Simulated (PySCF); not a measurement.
System: C4H9AlO (SMILES CC/C=C\[O][AlH2]).

Input file:

```
{"job": {"kind": "nmr", "xc": "PBE0", "basis": "pcSseg-1"}, "charge": 0, "multiplicity": 1}
C     -2.147205     0.389271     0.101865
C     -0.966272     0.102876    -0.824658
C     -0.312116    -1.199157    -0.487634
C      0.960985    -1.347702    -0.150732
O      1.852909    -0.330660    -0.080043
Al     2.736695     1.059339    -0.037142
H     -2.622078     1.329211    -0.168889
H     -1.810165     0.456391     1.133546
H     -2.888552    -0.403994     0.032392
H     -0.233175     0.912600    -0.746351
H     -1.323537     0.066081    -1.858332
H     -0.941199    -2.076244    -0.507836
H      1.381377    -2.317703     0.090349
H      4.262878     0.940542    -0.062144
H      2.045041     2.427139     0.038042
```

Run with:

```sh
OMP_NUM_THREADS=1 python probes_run.py task.json out
```

Geometry: GFN2-xTB.

Computed with PBE0/pcSseg-1, SCF density, gas phase, non-relativistic (PySCF).

**What can the converged electron density and electron localisation function tell about the bonding?**

C–C (1.33 Å): ρ at the midpoint is about 2.3 e/Å³; the ELF peaks at about 0.95 between the atoms (a multiple bond).
C–O (1.35 Å): the density is about 2.3 e/Å³ at the midpoint, with its minimum of 1.9 e/Å³ about 0.5 Å from C; the ELF peaks at about 0.90 between the atoms (a shared but strongly polarised pair).
Al–O (1.65 Å): ρ is about 0.86 e/Å³ halfway; the ELF peaks at about 0.80 in the valence shell of O, 0.6 Å from its nucleus, and is about 0.30 at the midpoint.
C–H (1.08 Å): the density is about 2 e/Å³ at the midpoint; the ELF climbs to about 1 towards the hydrogen, as it does in any bond to H: an ordinary covalent bond to hydrogen.

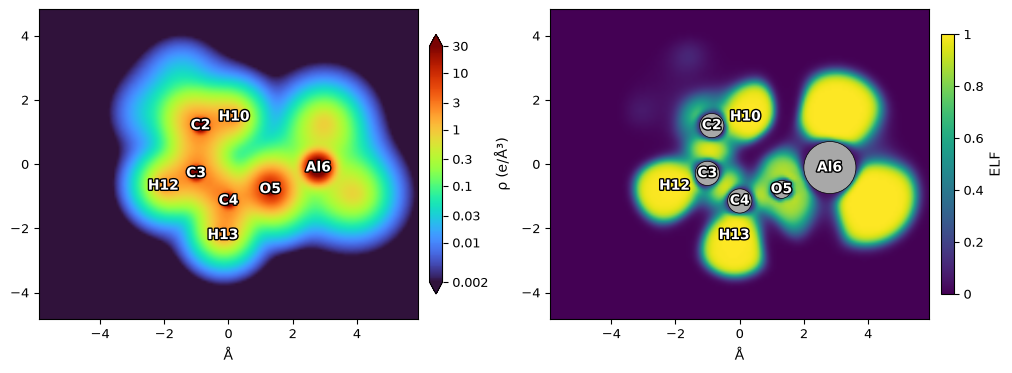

Computed electron density and electron localisation function on the plane of atoms C3, C2 and H10, in this order. Grey discs cover the atomic cores in the ELF map. 
